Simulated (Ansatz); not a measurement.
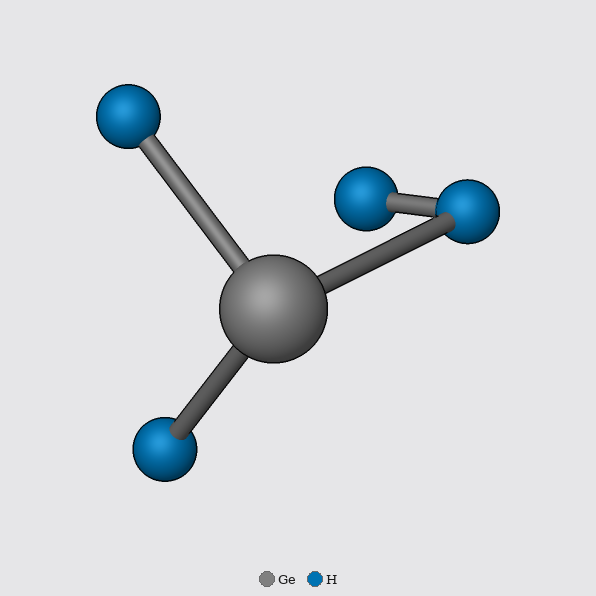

Sticks follow a distance rule. Harmonic vibrations computed with RKS PBE0-D4/def2-TZVP (Ansatz 0.2.0) at a stationary point of the same level.

Minimum or transition state?

Answer. A minimum: no imaginary frequency, and the lowest mode lies at 374 cm⁻¹.

How many vibrational modes are there, and where do they lie?

Answer. 9 modes: 374, 575, 658, 714, 924, 1133, 1944, 1955, 3704 cm⁻¹.
